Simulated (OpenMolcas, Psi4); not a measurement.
## How methods differ on CH2GeN (SMILES N#[C][GeH2])

CH2GeN has 5 atoms, charge 0, and is taken as a doublet. As SMILES, `N#[C][GeH2]`. The shape is that of a PBE0-D4/def2-TZVP optimisation.

Quantity: the vertical electron affinity (to the singlet anion), in eV. The values are calculated.

The electron affinity is E(neutral) − E(anion): positive where the electron is bound.

```tsv
level	kind	program	value (eV)	CPU time (all runs)
UHF/def2-SVPD	Hartree–Fock	Psi4	0.73	32 s
USVWN5/def2-SVPD	LDA	OpenMolcas	2.08	48 s
UBLYP/def2-SVPD	GGA	OpenMolcas	1.76	65 s
UTPSS/def2-SVPD	meta-GGA	OpenMolcas	1.79	96 s
UPBE0/def2-SVPD	global hybrid	OpenMolcas	1.80	68 s
U-wB97X/def2-SVPD	range-separated hybrid	Psi4	1.89	98 s
UB2PLYP/def2-SVPD (density fitting for correlation)	double hybrid	Psi4	1.73	60 s
UMP2/def2-SVPD	perturbation theory	Psi4	1.66	28 s
UMP3/def2-SVPD	perturbation theory	Psi4	1.65	51 s
```

All-electron rows without a relativistic Hamiltonian named are non-relativistic. Where it was recorded, the anion's HOMO is positive in USVWN5/def2-SVPD, UBLYP/def2-SVPD, UTPSS/def2-SVPD, UPBE0/def2-SVPD: a fault of the level (basis or self-interaction), which says nothing on whether the real anion is bound. The values span 0.73 to 2.08 eV. In the correlated wave-function rows the outer d shell of Ge is correlated, in sets not made for it. Times are those of the runs behind each value, whatever else they computed, on shared processors of several kinds: orders of magnitude only.

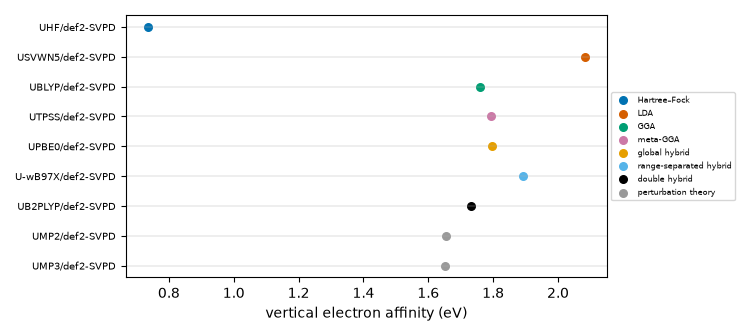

The values of the table, level by level.
